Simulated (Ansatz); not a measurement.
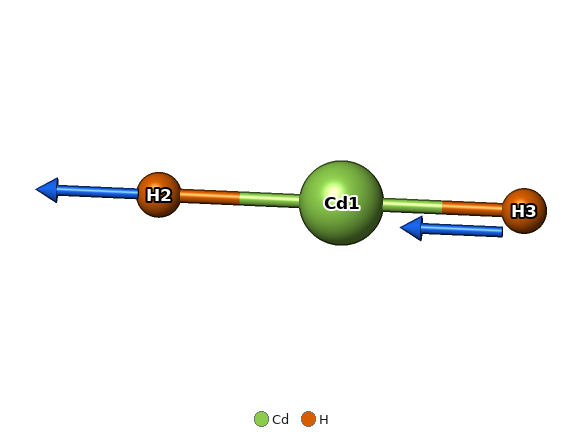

The arrows show one normal mode. Harmonic vibrations computed with RKS PBE0-D4/def2-TZVP, core potentials on Cd (Ansatz 0.2.0) at a stationary point of the same level.

Q: Describe the motion.

A: Mostly out-of-phase stretching of 2 Cd–H bonds.

Q: At what wavenumber does it lie?

A: 1808 cm⁻¹; it is mode 3 of 4 counted from the lowest.
